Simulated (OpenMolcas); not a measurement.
**C2H5BO (SMILES B1CCO1): levels of theory compared**

Wanted: a comparison of 6 runs (B3LYP/6-31G*, BHLYP/def2-SVP, M06-2X/def2-SVP, PBE0/def2-SVP, SVWN5/def2-SVP, MP2/def2-SVP) of C2H5BO. 

The calculation is run with OpenMolcas 26.06.

## Step 1: The system as given

C2H5BO has 9 atoms, charge 0, and is taken as a singlet. SMILES: `B1CCO1`. Geometry: relaxed at PBE0-D4/def2-TZVP.

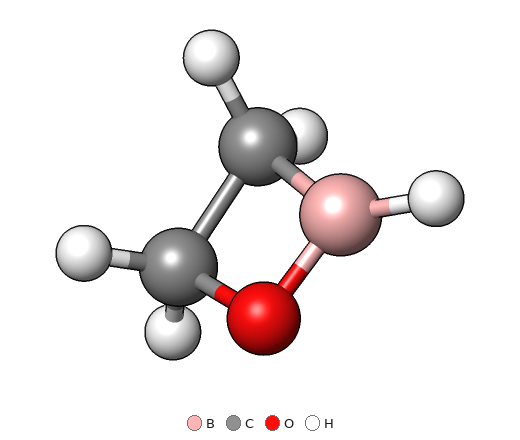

The structure, seen from a chosen angle (boron pink, carbon grey, oxygen red, hydrogen white).

## Step 2: Energy and forces at B3LYP/6-31G(d) (spherical functions) (run 1)

The input, mol.xyz:

```xyz
9

B     -0.402600     0.301700    -1.082000
C      0.506000     0.617000     0.171000
C     -0.098600    -0.719600     0.617700
O     -0.884800    -0.878500    -0.596200
H     -0.697000     0.772800    -2.139500
H      0.236300     1.479000     0.782200
H      1.586200     0.614100     0.021000
H     -0.757600    -0.681300     1.487200
H      0.600600    -1.551500     0.721500
```

The input, test.input:

```
>>> EXPORT MOLCAS_PRINT=2
&GATEWAY
BASLIB
$CurrDir
COORD
mol.xyz
BASIS
6-31Gs
GROUP
NoSym
&SEWARD
GRIDINPUT
Grid=UltraFine
End of Grid
&SCF
KSDFT
B3LYP
THRESHOLDS
1e-10 1e-07 1e-07 1e-05
PRORBITALS
1 2
&ALASKA
```

The basis set 6-31G* is read from a file made from the Basis Set Exchange's data (not shown).

Command:

```sh
$ export MOLCAS_MEM=1860
$ pymolcas test.input > test.log
```

Output:

```text
--- Start Module: gateway ---
[...]
--- Stop Module: gateway /rc=_RC_ALL_IS_WELL_ ---
[...]
      Basis functions           66
[...]
--- Start Module: scf ---
[...]
       Convergence after  14 Iterations
[...]
::    Total KS-DFT energy                            -179.3023248895
[...]
      Total spin, S                                     0.0000000000
[...]
      Total electronic charge=   30.000000
      Total            charge=   -0.000000
[...]
      Dipole Moment (debye):
      Origin of the operator (angstrom)=   -0.2270   -0.2020   -0.1981
                   X=  1.0478E+00               Y=  4.6272E-01               Z=  1.3326E+00           Total=  1.7572E+00
      Quadrupole Moment (debye*angstrom):
[...]
--- Stop Module: scf /rc=_RC_ALL_IS_WELL_ ---
[...]
--- Start Module: alaska ---
[...]
 *              Molecular gradients               *
 **************************************************
  Irreducible representation: a
 ------------------------------------------------------------------------------------------
                              X                       Y                       Z
 ------------------------------------------------------------------------------------------
  B1                1.28940584276754E-03   -3.32155785499744E-03    6.08678709629196E-03
  C2               -3.15718933156717E-03   -5.01672661170005E-03    5.82113411633500E-05
  C3               -1.58987214222250E-03    3.32707233782292E-03   -6.61326863853162E-03
  O4                5.51390257943218E-03    4.44474019382746E-03    4.71965123080231E-03
  H5                2.39288746279986E-04    2.55128161614548E-04    1.28763521870745E-04
  H6                2.61143137201603E-04   -2.01297813114509E-03   -1.76633151947403E-03
  H7               -2.68588579814866E-03   -1.16864344859635E-04   -1.06107937875188E-04
  H8                1.16858456671043E-03    5.05088818636059E-04   -1.87452040610125E-03
[...]
--- Stop Module: alaska /rc=_RC_ALL_IS_WELL_ ---
[...]
```

It took 28 s on 1 thread of Arm Neoverse V2, shared host; peak memory 0.41 GiB.

## Step 3: Energy and forces at BHLYP/def2-SVP (run 2)

mol.xyz is that of step 2.

The input, test.input:

```
&GATEWAY
  BasLib=$CurrDir
  Coord=mol.xyz
  Basis=def2-SVP
  Group=NoSym

&SEWARD
  GridInput
  Grid=UltraFine
  End of Grid

&SCF
  KSDFT=HYB_GGA_XC_BHANDHLYP
  Thresholds=1e-10 1e-07 1e-07 1e-05
  PrOrbitals=1 2

&ALASKA
```

The basis set def2-SVP is read from a file made from the Basis Set Exchange's data (not shown).

Command:

```sh
$ export MOLCAS_MEM=1860
$ pymolcas test.input > test.log
```

Output:

```text
--- Start Module: gateway ---
[...]
--- Stop Module: gateway /rc=_RC_ALL_IS_WELL_ ---
[...]
      Basis functions           81
[...]
--- Start Module: scf ---
[...]
       Convergence after  14 Iterations
[...]
::    Total KS-DFT energy                            -179.0664747836
[...]
      Total spin, S                                     0.0000000000
[...]
      Total electronic charge=   30.000000
      Total            charge=   -0.000000
[...]
      Dipole Moment (debye):
      Origin of the operator (angstrom)=   -0.2270   -0.2020   -0.1981
                   X=  1.1359E+00               Y=  5.9041E-01               Z=  1.3439E+00           Total=  1.8561E+00
      Quadrupole Moment (debye*angstrom):
[...]
--- Stop Module: scf /rc=_RC_ALL_IS_WELL_ ---
[...]
--- Start Module: alaska ---
[...]
 *              Molecular gradients               *
 **************************************************
  Irreducible representation: a
 ------------------------------------------------------------------------------------------
                              X                       Y                       Z
 ------------------------------------------------------------------------------------------
  B1                5.58779088991523E-03    9.44265169065694E-03   -7.91517006136111E-04
  C2                1.80355486936179E-04    7.66718660693222E-04   -5.97016704071196E-04
  C3                4.55627516916879E-03    2.30551651742639E-03    5.44844111864506E-03
  O4               -9.03061583666442E-03   -1.13595599659799E-02   -3.11901233190959E-03
  H5               -1.60397394808109E-04   -8.73137651514977E-04    7.01449431366630E-04
  H6                4.34556726411461E-04   -9.80376172364128E-04   -4.97475995333563E-04
  H7               -1.12015462561210E-03    2.33913390067508E-05    3.77407938131513E-04
  H8               -1.30198915460511E-04    2.68835264327930E-04   -8.12205436546698E-04
[...]
--- Stop Module: alaska /rc=_RC_ALL_IS_WELL_ ---
[...]
```

Run time: 34 s. Hardware: 1 thread of Arm Neoverse V2, shared host; peak memory 0.45 GiB.

Runs 3 to 5 aren't shown in full; the table further down has their settings and results.

## Step 4: A single-point energy at MP2/def2-SVP (run 6)

The input, struct.xyz:

```xyz
9

B     -0.402600     0.301700    -1.082000
C      0.506000     0.617000     0.171000
C     -0.098600    -0.719600     0.617700
O     -0.884800    -0.878500    -0.596200
H     -0.697000     0.772800    -2.139500
H      0.236300     1.479000     0.782200
H      1.586200     0.614100     0.021000
H     -0.757600    -0.681300     1.487200
H      0.600600    -1.551500     0.721500
```

The input, job.input:

```
* C2H5BO MP2
>>> EXPORT MOLCAS_PRINT=2

&GATEWAY
  BASLIB=$CurrDir
  COORD=struct.xyz
  BASIS=def2-SVP
  GROUP=NoSym

&SEWARD

&SCF
  THRESHOLDS=1e-10 1e-07 1e-07 1e-05
  PRORBITALS=1

&MBPT2
  FROZEN=4
```

The basis set def2-SVP is read from a file made from the Basis Set Exchange's data (not shown).

Command:

```sh
$ export MOLCAS_MEM=1860
$ pymolcas job.input > job.log
```

Output:

```text
--- Start Module: gateway ---
[...]
--- Stop Module: gateway /rc=_RC_ALL_IS_WELL_ ---
[...]
      Basis functions           81
[...]
--- Start Module: scf ---
[...]
       Convergence after  13 Iterations
[...]
::    Total SCF energy                               -178.0672968404
[...]
      Total spin, S                                     0.0000000000
[...]
      Total electronic charge=   30.000000
      Total            charge=   -0.000000
[...]
      Dipole Moment (debye):
      Origin of the operator (angstrom)=   -0.2270   -0.2020   -0.1981
                   X=  1.2464E+00               Y=  7.8017E-01               Z=  1.3244E+00           Total=  1.9789E+00
      Quadrupole Moment (debye*angstrom):
[...]
--- Stop Module: scf /rc=_RC_ALL_IS_WELL_ ---
[...]
--- Start Module: mbpt2 ---
[...]
WARNING!
Default frozen orbitals as non valence orbitals is overwritten by user input.
Default values:   4
[...]
       Reference weight ( Cref**2 )         =        0.85416
::    Total MBPT2 energy                             -178.6086304994
[...]
      Total MBPT2 calculations                           0.20      0.21
--- Stop Module: mbpt2 /rc=_RC_ALL_IS_WELL_ ---
[...]
```

Wall time 4.8 s (1 thread of Arm Neoverse V2, shared host); peak memory 0.45 GiB.

## Step 5: Overview of the runs

| run | level | task | integration grid | energy (Eh) | dipole moment (D) of the reference | HOMO energy (eV) | LUMO energy (eV) | wall time |
| --- | --- | --- | --- | --- | --- | --- | --- | --- |
| 1 | B3LYP/6-31G* (spherical functions) | gradient | UltraFine | -179.302325 | 1.76 | -7.87 | 0.18 | 28 s |
| 2 | BHLYP/def2-SVP | gradient | UltraFine | -179.066475 | 1.86 | -9.65 | 1.19 | 34 s |
| 3 | M06-2X/def2-SVP | gradient | UltraFine | -179.085603 | 1.80 | -9.56 | 1.12 | 47 s |
| 4 | PBE0/def2-SVP | gradient | UltraFine | -178.957303 | 1.81 | -8.30 | 0.09 | 34 s |
| 5 | SVWN5/def2-SVP | gradient | UltraFine | -177.607930 | 1.84 | -6.93 | -1.15 | 23 s |
| 6 | MP2/def2-SVP | energy | – | -178.608630 | 1.98 | -11.76 | 3.80 | 4.8 s |

## Step 6: What came out

```
                                          quantity          value
                               run 6: total energy  -178.60863 Eh
         run 6: dipole moment (mean-field density)         1.98 D
        run 6: HOMO energy (Hartree–Fock orbitals)      -11.76 eV
        run 6: LUMO energy (Hartree–Fock orbitals)        3.80 eV
      run 6: HOMO–LUMO gap (Hartree–Fock orbitals)       15.56 eV
run 6: correlation energy (4 core orbitals frozen)     -541.3 mEh
```

Over runs 1, 2, 3, 4, 5 the dipole moment (its size) runs from 1.76 D (B3LYP/6-31G*) to 1.86 D (BHLYP/def2-SVP). The two ends differ in method and basis. Over runs 1, 2, 3, 4, 5 the HOMO–LUMO gap runs from 5.78 eV (SVWN5/def2-SVP) to 10.84 eV (BHLYP/def2-SVP). Totals of different functionals can't be ranked against each other. All runs together took 2.8 min, the longest 47 s.
